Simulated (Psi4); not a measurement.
**UHF/6-311+G(d,p) (sweep point 7) run of C2H3Si (SMILES [C]#C[SiH3])**

What is the vertical doublet–quartet gap of C2H3Si at UHF/6-311+G** (sweep point 7)? 

The calculation is run with Psi4 1.11.

**1. Starting point**

C2H3Si: 6 atoms, total charge 0, spin state doublet. As SMILES, `[C]#C[SiH3]`. The shape is that of a PBE0-D4/def2-TZVP optimisation.

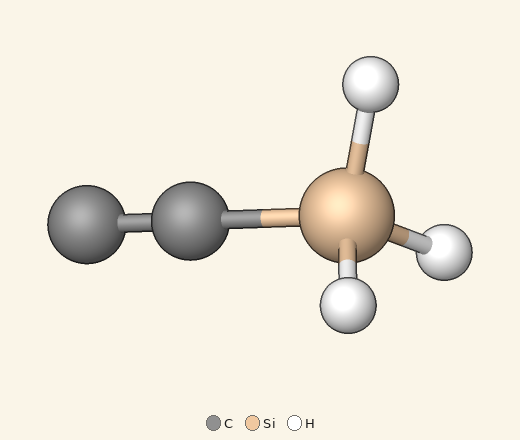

The structure, seen from a chosen angle (carbon grey, silicon light orange, hydrogen white).

**2. The energy at UHF/6-311+G(d,p) (sweep point 7)**

File input.in:

```
memory 1.6 GB

molecule mol {
  0 2
  C      1.099800    -1.943700     1.067500
  C      0.563900    -0.994100     0.538900
  Si    -0.246300     0.437400    -0.257000
  H     -1.451000    -0.035700    -0.979200
  H      0.706200     1.059100    -1.207200
  H     -0.630600     1.412800     0.790800
  units angstrom
  symmetry c1
}

set {
  basis 6-311+G**
  reference uhf
  puream true
  scf_type pk
  maxiter 150
}

energy('hf')
```

Command:

```
psi4 input.in input.out -n 1
```

input.out:

```text
[...]
  Running in c1 symmetry.
[...]
  Nuclear repulsion =   76.367132930564821
[...]
  Multiplicity = 2
[...]
  Nalpha       = 15
  Nbeta        = 14
[...]
    Number of basis functions: 92
[...]
   @UHF iter   1:  -366.18686141508618   -9.80742e-01   4.16356e-03 ADIIS/DIIS
[...]
   @UHF iter  13:  -366.29136439014746   -1.25197e-07   7.78678e-07 DIIS
[...]
   @S^2 Observed:                1.157799889E+00
[...]
    Orbital Energies [Eh]
    ---------------------
    Alpha Occupied:
       1A    -68.800442     2A    -11.302568     3A    -11.224961
       4A     -6.146401     5A     -4.254586     6A     -4.253053
       7A     -4.253053     8A     -1.060323     9A     -0.775096
      10A     -0.639805    11A     -0.542493    12A     -0.502430
      13A     -0.502408    14A     -0.446349    15A     -0.446341
    Alpha Virtual:
      16A      0.051167    17A      0.069692    18A      0.079083
      19A      0.079084    20A      0.095151    21A      0.111531
      22A      0.111558    23A      0.139248    24A      0.139254
      25A      0.173639    26A      0.178811    27A      0.178890
[...]
  @UHF Final Energy:  -366.29136439014746
   => Energetics <=
    Nuclear Repulsion Energy =             76.3671329305648214
    One-Electron Energy =                -655.7575428263747881
    Two-Electron Energy =                 213.0990455056625024
    Total Energy =                       -366.2913643901474643
  UHF NO Occupations:
  HONO-2 :   13  A 1.8941514
  HONO-1 :   14  A 1.8941471
[...]
 Multipole Moments:
 ------------------------------------------------------------------------------------
     Multipole            Electronic (a.u.)      Nuclear  (a.u.)        Total (a.u.)
 ------------------------------------------------------------------------------------
 L = 1.  Multiply by 2.5417464519 to convert [e a0] to [Debye]
 Dipole X            :          1.8167415           -1.8970314           -0.0802899
 Dipole Y            :         -3.2114201            3.3529337            0.1415136
 Dipole Z            :          1.7855875           -1.8642941           -0.0787066
 Magnitude           :                                                    0.1807410
[...]
```

Wall time 7.2 s (1 thread of AMD EPYC 7R43 (Zen 3), shared host); peak memory 0.32 GiB.

**3. The quartet, same level**

File c2h3si.dat:

```
memory 1600 MB

molecule molecule1 {
  0 4
  C      1.099800    -1.943700     1.067500
  C      0.563900    -0.994100     0.538900
  Si    -0.246300     0.437400    -0.257000
  H     -1.451000    -0.035700    -0.979200
  H      0.706200     1.059100    -1.207200
  H     -0.630600     1.412800     0.790800
  units angstrom
  symmetry c1
}

set {
  basis     6-311+G**
  reference uhf
  puream    true
  scf_type  pk
  maxiter   150
}

E, wfn = energy("scf", return_wfn=True)
print_variables()
```

Command:

```
psi4 c2h3si.dat c2h3si.out -n 1
```

c2h3si.out:

```text
[...]
  Running in c1 symmetry.
[...]
  Nuclear repulsion =   76.367132930564821
[...]
  Multiplicity = 4
[...]
  Nalpha       = 16
  Nbeta        = 13
[...]
    Number of basis functions: 92
[...]
   @UHF iter   1:  -365.89063864642202   -6.84519e-01   4.97725e-03 DIIS/ADIIS
[...]
   @UHF iter  13:  -366.14299294708252   -5.37389e-08   5.20177e-07 DIIS
[...]
   @S^2 Observed:                3.869043683E+00
[...]
    Orbital Energies [Eh]
    ---------------------
    Alpha Occupied:
       1A    -68.793944     2A    -11.310573     3A    -11.254384
       4A     -6.138425     5A     -4.245853     6A     -4.245707
       7A     -4.245417     8A     -1.131324     9A     -0.795581
      10A     -0.667034    11A     -0.601296    12A     -0.563828
      13A     -0.507050    14A     -0.493825    15A     -0.463353
      16A     -0.249005
    Alpha Virtual:
      17A      0.050801    18A      0.070224    19A      0.078837
      20A      0.079429    21A      0.094788    22A      0.100659
      23A      0.130014    24A      0.136561    25A      0.171457
[...]
  @UHF Final Energy:  -366.14299294708252
   => Energetics <=
    Nuclear Repulsion Energy =             76.3671329305648214
    One-Electron Energy =                -655.4700795680766987
    Two-Electron Energy =                 212.9599536904293586
    Total Energy =                       -366.1429929470825186
  UHF NO Occupations:
  HONO-2 :   14  A 1.0000000
  HONO-1 :   15  A 1.0000000
[...]
 Multipole Moments:
 ------------------------------------------------------------------------------------
     Multipole            Electronic (a.u.)      Nuclear  (a.u.)        Total (a.u.)
 ------------------------------------------------------------------------------------
 L = 1.  Multiply by 2.5417464519 to convert [e a0] to [Debye]
 Dipole X            :          1.9012809           -1.8970314            0.0042495
 Dipole Y            :         -3.3529390            3.3529337           -0.0000052
 Dipole Z            :          1.8481266           -1.8642941           -0.0161675
 Magnitude           :                                                    0.0167167
[...]
```

Wall time 7.8 s (1 thread of AMD EPYC 7R43 (Zen 3), shared host); peak memory 0.32 GiB.

**4. Outcome**

Level: UHF/6-311+G** (sweep point 7).

```
                                        quantity          value
                           doublet: total energy  -366.29136 Eh
                          doublet: dipole moment         0.46 D
     doublet: HOMO energy (highest over α and β)      -11.27 eV
      doublet: LUMO energy (lowest over α and β)        0.26 eV
                                   doublet: ⟨S²⟩          1.158
                           quartet: total energy  -366.14299 Eh
                          quartet: dipole moment         0.04 D
     quartet: HOMO energy (highest over α and β)       -6.78 eV
      quartet: LUMO energy (lowest over α and β)        0.15 eV
                                   quartet: ⟨S²⟩          3.869
vertical energy of the quartet above the doublet       4.037 eV
```

**Reading.** At this shape the quartet lies 4.04 eV (93 kcal/mol) above the doublet. ⟨S²⟩ (doublet) is 1.16 where a pure doublet has 0.75: the reference is spin-contaminated. ⟨S²⟩ (quartet) is 3.87 where a pure quartet has 3.75: the reference is spin-contaminated.
